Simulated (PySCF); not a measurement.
# [Ho(NH2)4]−: other functionals and bases at one geometry

Aim: see how levels, charges and forces of [Ho(NH2)4]− depend on the level of theory. The structure is generated, not taken from experiment.

The runs use PySCF 2.14.0; several levels, as the steps say, no spin–orbit coupling.

1 further run of the same task is left out (for a known fault of the program).

### 1 The starting structure

13 atoms, charge -1, spin multiplicity 1.

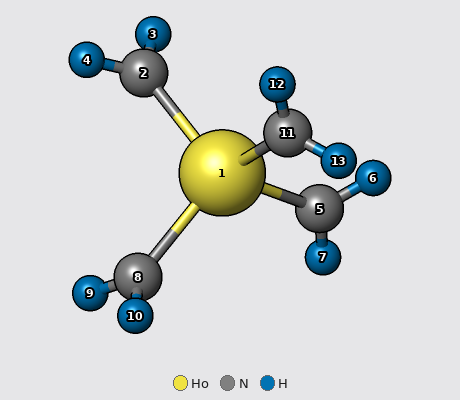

The structure; holmium yellow, nitrogen grey, hydrogen blue; atoms are numbered from 1 in the order of the file.

Coordinates:

```
atom    x (Å)    y (Å)    z (Å)
 Ho1   0.0000   0.0000   0.0000
  N2   1.3506   1.2011   1.3248
  H3   1.2943   1.3954   2.3242
  H4   2.2197   1.6346   1.0093
  N5  -1.3506  -1.3248   1.2011
  H6  -2.2197  -1.0093   1.6346
  H7  -1.2943  -2.3242   1.3953
  N8   1.3506  -1.2011  -1.3248
  H9   2.2197  -1.6346  -1.0093
 H10   1.2943  -1.3954  -2.3242
 N11  -1.3506   1.3248  -1.2011
 H12  -1.2943   2.3242  -1.3953
 H13  -2.2197   1.0093  -1.6346
```

Formal oxidation states: Ho +3. Each metal's 10 4f electrons lie in its core potential, so multiplicities, spins and levels count the valence alone. An earlier session relaxed this geometry at PBE0, Ho lcecp-1-SVP with ECP56, N def2-SVP, H def2-SVP (singlet, point group S4).

At PBE0 on the finer grid: E = -261.196747 Eh, HOMO -1.12 eV, LUMO 4.08 eV, Mulliken charge on Ho1 +0.62 e, largest force component 0.006 eV/Å. 

Levels to run: HF; CAM-B3LYP; PBE0, TZVP. Hardware: 2 threads of Intel Xeon 6975P-C (Granite Rapids), shared host.

### 2 HF

File run.py (the lines that set the calculation):

```python
mol = gto.M(atom='''
Ho     0.00001     0.00000     0.00000
N      1.35059     1.20107     1.32484
H      1.29426     1.39539     2.32420
H      2.21968     1.63459     1.00929
N     -1.35058    -1.32483     1.20107
H     -2.21966    -1.00927     1.63459
H     -1.29430    -2.32421     1.39534
N      1.35059    -1.20107    -1.32484
H      2.21968    -1.63459    -1.00929
H      1.29426    -1.39539    -2.32420
N     -1.35058     1.32483    -1.20107
H     -1.29430     2.32421    -1.39534
H     -2.21966     1.00927    -1.63459''',
    basis={'Ho': 'lcecp-1-SVP', 'N': 'def2-SVP', 'H': 'def2-SVP'},
    ecp={'Ho': 'lcecp-1-SVP'},
    charge=-1, spin=0)
mf = scf.RHF(mol)
mf = mf.density_fit()  # fitting sets: Ho AutoAux, N def2-universal-JKFIT, H def2-universal-JKFIT
mf.conv_tol = 1e-08; mf.max_cycle = 55
mf.kernel(dm0)  # dm0: the density of the relaxed state
```

Started as:

```console
$ OMP_NUM_THREADS=2 python run.py
```

### 3 CAM-B3LYP

Changes to run.py (the lines that set the calculation) since step 2:

```diff
@@ -17,3 +17,4 @@
     charge=-1, spin=0)
-mf = scf.RHF(mol)
+mf = dft.RKS(mol, xc='CAMB3LYP')
+mf.grids.atom_grid = (75, 302)  # f atoms: unpruned, at least (60, 302)
 mf = mf.density_fit()  # fitting sets: Ho AutoAux, N def2-universal-JKFIT, H def2-universal-JKFIT
```

### 4 PBE0, TZVP

Basis: Ho lcecp-1-TZVP with ECP56, N def2-TZVP, H def2-TZVP. 

Changes to run.py (the lines that set the calculation) since step 3:

```diff
@@ -14,6 +14,6 @@
 H     -2.21966     1.00927    -1.63459''',
-    basis={'Ho': 'lcecp-1-SVP', 'N': 'def2-SVP', 'H': 'def2-SVP'},
-    ecp={'Ho': 'lcecp-1-SVP'},
+    basis={'Ho': 'lcecp-1-TZVP', 'N': 'def2-TZVP', 'H': 'def2-TZVP'},
+    ecp={'Ho': 'lcecp-1-TZVP'},
     charge=-1, spin=0)
-mf = dft.RKS(mol, xc='CAMB3LYP')
+mf = dft.RKS(mol, xc='PBE0')
 mf.grids.atom_grid = (75, 302)  # f atoms: unpruned, at least (60, 302)
@@ -21,2 +21,2 @@
 mf.conv_tol = 1e-08; mf.max_cycle = 55
-mf.kernel(dm0)  # dm0: the density of the relaxed state
+mf.kernel(dm0)  # dm0: free metal ions and neutral atoms
```

Q: Predict the outcome of this session. Wanted: for each run, HOMO; gap; charge on Ho1; dipole; largest force.

As calculated:

| level | state | HOMO (eV) | gap (eV) | charge on Ho1 (e) | dipole (D) | largest force (eV/Å) | basis functions | time |
| --- | --- | --- | --- | --- | --- | --- | --- | --- |
| PBE0 (relaxed here) | singlet | -1.12 | 5.21 | 0.62 | 0.00 | 0.01 | 129 | 29 s |
| HF | singlet | -4.60 | 10.60 | 1.19 | 0.00 | 0.76 | 129 | 3.3 s |
| CAM-B3LYP | singlet | -2.55 | 7.26 | 0.57 | 0.00 | 0.03 | 129 | 12 s |
| PBE0, TZVP | singlet | -1.43 | 5.26 | 1.44 | 0.00 | 0.32 | 219 | 35 s |

Times are on 2 threads of Intel Xeon 6975P-C (Granite Rapids), shared host; the first row also made further properties. The dipole of a charged species depends on the origin, so these sizes hold for this origin alone.

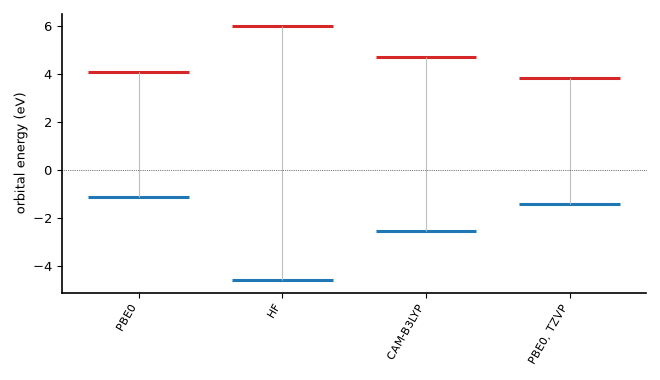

Highest filled and lowest empty level, method by method.

In one basis the HOMO–LUMO gap runs from 5.21 eV (PBE0) to 10.60 eV (HF). The largest leftover force, 0.76 eV/Å with HF, stands at a geometry relaxed at another level. The Mulliken charge on Ho spans +0.57 to +1.44 e over the levels. With 4f in the core, its levels are missing from HOMO and gap. Total energies of different levels can't be compared. Spin–orbit coupling is left out throughout.
